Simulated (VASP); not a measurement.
```
Ni
1.0
    0.00000     1.74483     1.74483
    1.74483     0.00000     1.74483
    1.74483     1.74483     0.00000
Ni
1
Direct
  0.00000   0.00000   0.00000
```
Starting moments (μB, in the order of the record's atoms Ni): 0.6.

Calculation: rev-vdW-DF2, VASP's PBE PAW potentials (set 64) (plane waves; VASP). Numerical set-up: 520 eV cut-off, 20×20×20 Γ-centred mesh, tetrahedra with Blöchl corrections, potentials Ni.

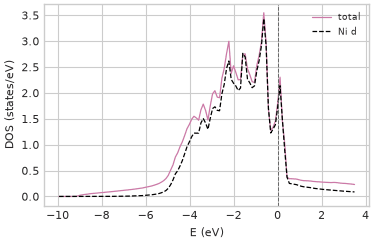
Figure: Total and projected density of states, zero at the Fermi level

Within 2 eV below the Fermi level the largest weight inside VASP's projection spheres is Ni d.

It has no gap at this level: it comes out as a metal or semimetal.

The compound is Ni in the fcc structure. It was relaxed first.
